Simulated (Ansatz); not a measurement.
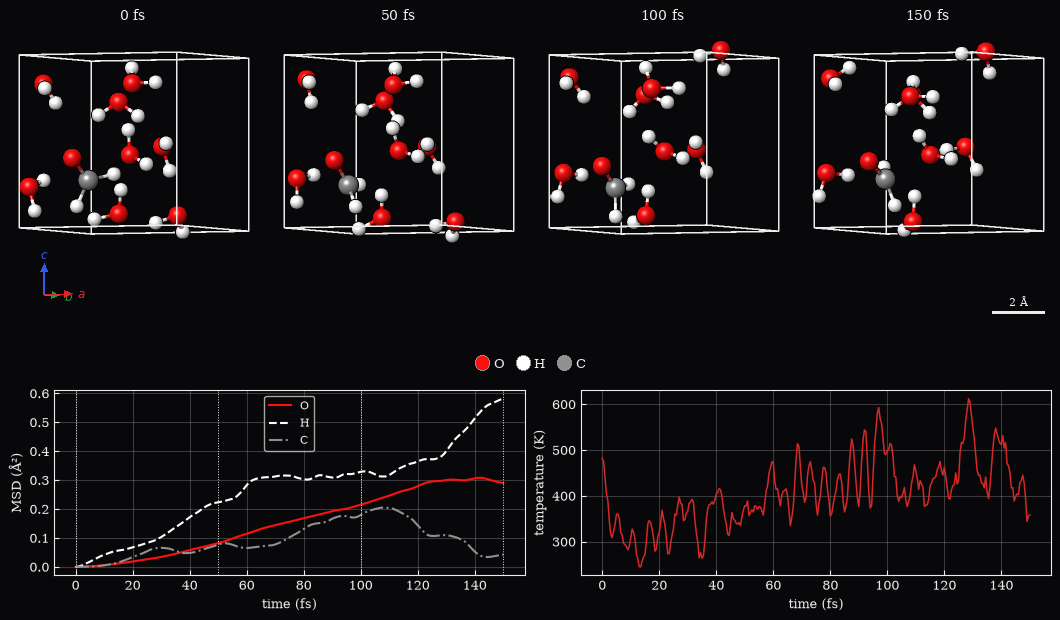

Molecular dynamics of a periodic cell with 8 H2O + 1 H2CO at 0.961 g/cm³, 150 fs long. Frames and the history of the run. Style: ball-and-stick. Shown: the simulation cell, from a free direction. Atoms that leave the cell re-enter on the other side.

Method: DFT PBE-D3(BJ), scalar-relativistic, plane waves, PAW (Ansatz). Set-up: plane-wave cutoff 420 eV; k-point mesh 1 × 1 × 1; Fermi-Dirac smearing 0.05 eV; low-accuracy preset; Langevin thermostat (NVT); set temperature 500 K; time step 0.5 fs; friction 0.02 per fs.

The input:
```yaml
accuracy: low
crystal:
  lattice:
    - [6.701759, 0.0, 0.0]
    - [0.0, 6.701759, 0.0]
    - [0.0, 0.0, 6.701759]
  atoms:
    - { symbol: O, position: [0.64684348, 0.77386947, 0.08537996] }
    - { symbol: H, position: [0.62675809, 0.88726628, -0.00621192] }
    - { symbol: H, position: [0.55437518, 0.6702773, 0.04008919] }
    - { symbol: O, position: [0.09154879, 0.12053243, 0.83230751] }
    - { symbol: H, position: [0.15994297, -0.00914709, 0.80001917] }
    - { symbol: H, position: [0.12918057, 0.20870339, 0.72366636] }
    - { symbol: O, position: [-0.02449312, 0.17593564, 0.23973629] }
    - { symbol: H, position: [0.00588089, 0.31240531, 0.28162557] }
    - { symbol: H, position: [0.01567282, 0.16596357, 0.09949734] }
    - { symbol: O, position: [0.27208823, 0.77166966, 0.74734531] }
    - { symbol: H, position: [0.39490833, 0.77221317, 0.66424227] }
    - { symbol: H, position: [0.18517865, 0.68369532, 0.66937552] }
    - { symbol: O, position: [0.45292436, 0.37811734, 0.08322978] }
    - { symbol: H, position: [0.48926435, 0.32810269, 0.21951423] }
    - { symbol: H, position: [0.32846934, 0.31053902, 0.0517729] }
    - { symbol: O, position: [0.65584236, 0.12012341, 0.82562678] }
    - { symbol: H, position: [0.6060505, 0.22420653, 0.91819738] }
    - { symbol: H, position: [0.8020743, 0.12504709, 0.82920673] }
    - { symbol: O, position: [0.59764744, 0.21615126, 0.41583289] }
    - { symbol: H, position: [0.72398482, 0.16809945, 0.35892997] }
    - { symbol: H, position: [0.60337698, 0.18078889, 0.55909322] }
    - { symbol: O, position: [0.5745335, 0.71669018, 0.48320411] }
    - { symbol: H, position: [0.60173634, 0.75918612, 0.3435091] }
    - { symbol: H, position: [0.65433208, 0.59466411, 0.49565402] }
    - { symbol: O, position: [0.07336773, 0.5615127, 0.41904336] }
    - { symbol: C, position: [0.11654925, 0.69040668, 0.29409618] }
    - { symbol: H, position: [0.04441926, 0.68970137, 0.14439275] }
    - { symbol: H, position: [0.22467241, 0.81108951, 0.33207583] }
basis:
  ecutwfc: 420.0
kpoints:
  mp_grid: { grid: [1, 1, 1] }
hamiltonian:
  xc: pbe
  dispersion: d3bj
scf:
  occupations: { method: fermi_dirac, width: 0.05 }
  lower_state_search: "off"
md:
  timestep: 0.5
  n_steps: 300
  ensemble: nvt_langevin
  temperature: 500.0
  initial_velocities: maxwell_boltzmann
  seed: 520851
  friction: 0.02
```

Run as
```bash
ansatz run input.yaml --threads 1 --pin off --max-ram 3072MiB --backend cpu --events-out ev --progress --plain --runs-dir out
```

Q: What happens in this trajectory?

A: The mean temperature in the second half is 450 K (standard deviation 59 K). The potential energy is still drifting at the end, so the run hasn't reached equilibrium. The potential energy in the second half lies on average 48.4 meV per atom above the first frame. In the second half of the run the atoms are, in the root-mean-square, this far from where they began (common drift taken out): H 0.62 Å, O 0.50 Å, C 0.37 Å. The heavy atoms stay within a fraction of a molecule's size of their starting places; so short a run doesn't tell a liquid from a solid.

Limits of the set-up: the program's low-accuracy preset was used; the periodic images lie only 6.7 Å apart, so the values are limited by the cell's size.

The run took 6.3 min on 1 thread of Arm Neoverse V2 (shared host), peak memory 0.35 GiB.
